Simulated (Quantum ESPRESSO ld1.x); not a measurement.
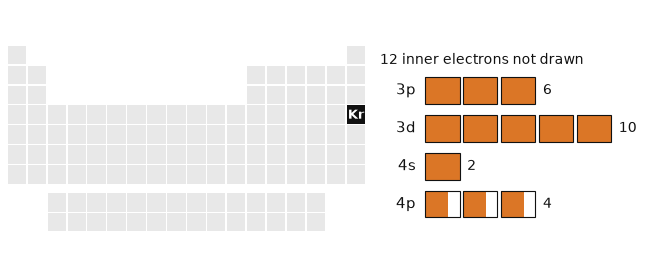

Figure 1. Left, the place of krypton in the periodic table; right, the outer shells as the input fills them: a box for each of the 2l + 1 orbitals, shaded by the share of the shell that is filled, with the electron count at the right.

**Run report: Kr²⁺, atomic calculation**

- system: the krypton ion Kr²⁺ in the configuration [Ar] 3d10 4s2 4p4.
- method: scalar-relativistic Kohn-Sham, LDA (Slater exchange, VWN5 correlation), spin-unpolarised, spherical densities, point nucleus (Quantum ESPRESSO ld1.x 7.5)

## The program's output
```
     Program LD1 v.7.5 starts

     --------------------------- All-electron run ----------------------------

     scalar relativistic calculation

     atomic number is 36.00
     dft =SLA-VWN   lsd =0 sic =0 latt =0  beta=0.20 tr2=1.0E-14
     Exchange-correlation= SLA-VWN
                           (   1   2   0   0   0   0   0)
     mesh =2025 r(mesh) = 100.33164 a.u. xmin = -8.00 dx = 0.00800
     1 Ry =  13.60569312 eV, c = 137.03599908

     n l     nl                  e(Ry)          e(Ha)          e(eV)
     1 0     1S 1( 2.00)   -1040.865417771    -520.432708885 -14161.6954565
     2 0     2S 1( 2.00)    -138.732626989     -69.366313495  -1887.5535490
     2 1     2P 1( 6.00)    -122.999335401     -61.499667700  -1673.4912118
     3 0     3S 1( 2.00)     -21.207525416     -10.603762708   -288.5430827
     3 1     3P 1( 6.00)     -16.197402511      -8.098701255   -220.3768880
     3 2     3D 1(10.00)      -7.874167841      -3.937083920   -107.1335112
     4 0     4S 1( 2.00)      -3.401361865      -1.700680932    -46.2778857
     4 1     4P 1( 4.00)      -2.290156766      -1.145078383    -31.1591702

     final scf error:  3.7E-15 reached in  22 iterations

     Etot =   -5570.791652 Ry,   -2785.395826 Ha,  -75794.481673 eV

     Ekin =    5696.480781 Ry,    2848.240391 Ha,   77504.569390 eV
     Encl =  -13382.080526 Ry,   -6691.040263 Ha, -182072.480984 eV
     Eh   =    2299.255894 Ry,    1149.627947 Ha,   31282.970109 eV
     Exc  =    -184.447802 Ry,     -92.223901 Ha,   -2509.540187 eV

     normalization and overlap integrals

     s(1S/1S) =  1.000000  <r> =   0.0415  <r2> =    0.0023  r(max) =   0.0271
     s(1S/2S) = -0.006434
     s(1S/3S) = -0.002501
     s(1S/4S) = -0.000903
     s(2S/2S) =  1.000000  <r> =   0.1838  <r2> =    0.0398  r(max) =   0.1539
     s(2S/3S) = -0.001485
     s(2S/4S) = -0.000522
     s(2P/2P) =  1.000000  <r> =   0.1602  <r2> =    0.0314  r(max) =   0.1230
     s(2P/3P) = -0.001206
     s(2P/4P) = -0.000373
     s(3S/3S) =  1.000000  <r> =   0.5313  <r2> =    0.3245  r(max) =   0.4679
     s(3S/4S) = -0.000319
     s(3P/3P) =  1.000000  <r> =   0.5411  <r2> =    0.3427  r(max) =   0.4642
     s(3P/4P) = -0.000246
     s(3D/3D) =  1.000000  <r> =   0.5550  <r2> =    0.3794  r(max) =   0.4084
     s(4S/4S) =  1.000000  <r> =   1.4981  <r2> =    2.5503  r(max) =   1.3132
     s(4P/4P) =  1.000000  <r> =   1.7347  <r2> =    3.4519  r(max) =   1.4806

     ------------------------ End of All-electron run ------------------------
```

## Slater integrals of the outer shells (hartree)

```csv
integral,value
"F0(4p,4p)",0.5197
"F2(4p,4p)",0.2731
"F0(4p,4s)",0.5554
"G1(4p,4s)",0.3716
"F0(4p,3d)",0.6754
"F2(4p,3d)",0.1448
"G1(4p,3d)",0.0486
"G3(4p,3d)",0.0452
"F0(4p,3p)",0.6769
"F2(4p,3p)",0.1405
"G0(4p,3p)",0.0353
"G2(4p,3p)",0.0411
"F0(4s,4s)",0.6009
"F0(4s,3d)",0.7659
```

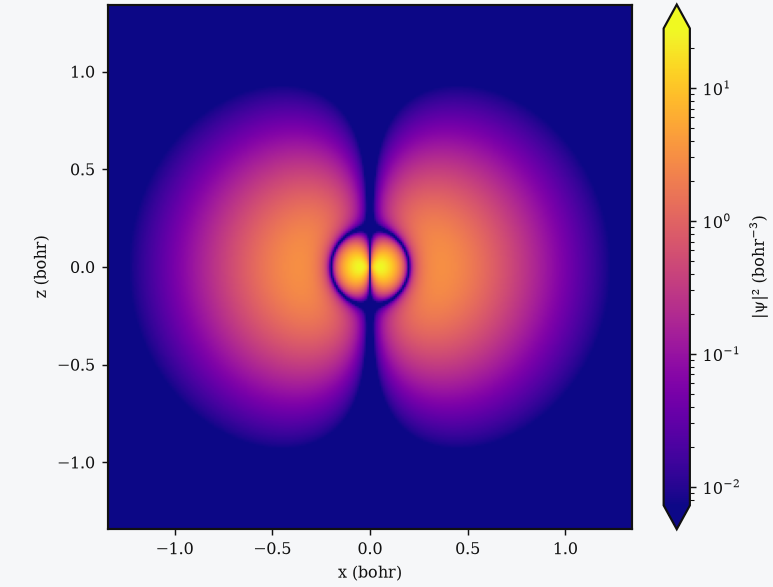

Figure 2. The 3p(x) orbital. The radial function comes from the spherical calculation and is multiplied by a real spherical harmonic; the overall sign is chosen so that the largest lobe of P(r) is positive; at the scalar-relativistic level it is the large component. In the xz plane through the nucleus, the colour gives |ψ|² on a logarithmic scale. It has the nodal plane yz and 1 radial node, at r = 0.200 bohr. The outermost maximum of P² lies at 0.464 bohr, ⟨r⟩ = 0.541 bohr, 90 % of the charge lies within 0.825 bohr, and the eigenvalue is −220.4 eV, with 6 electrons in the shell.

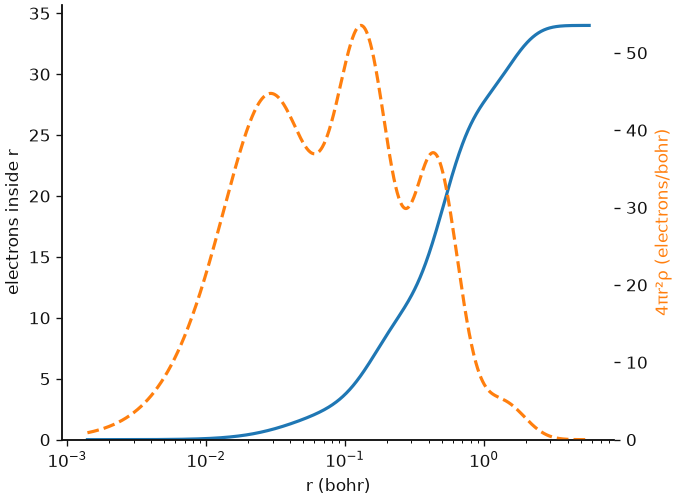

Figure 3. The number of electrons inside radius r (solid) and the radial density 4πr²ρ (dashed). The count levels off at 34 electrons. Half of them lie within 0.449 bohr, 90 % within 1.51 bohr and 99 % within 2.74 bohr. The radial density has minima at 0.0604 and 0.274 bohr, where the count stands at 2.1 and 11.0; these part the shells that the density resolves.

## The input
```
 &input
    atom='Kr',
    iswitch=1,
    rel=1,
    dft='SLA-VWN',
    config='[Ar] 3d10 4s2 4p4',
    verbosity='high',
    prefix='ld1',
    max_out_wfc=37,
    file_charge='ld1.rho',
 /
```

## Key numbers

- outcome: converged
- total energy: −2785.3958 hartree
- kinetic energy: 2848.2404 hartree
- electron–nucleus energy: −6691.0403 hartree
- Hartree energy: 1149.6279 hartree
- exchange–correlation energy: −92.223901 hartree
- radius at density 0.001 e/bohr³: 3.48 bohr
- SCF iterations: 22
- hardware: 1 CPU thread, shared host
- wall time: 0.63 s
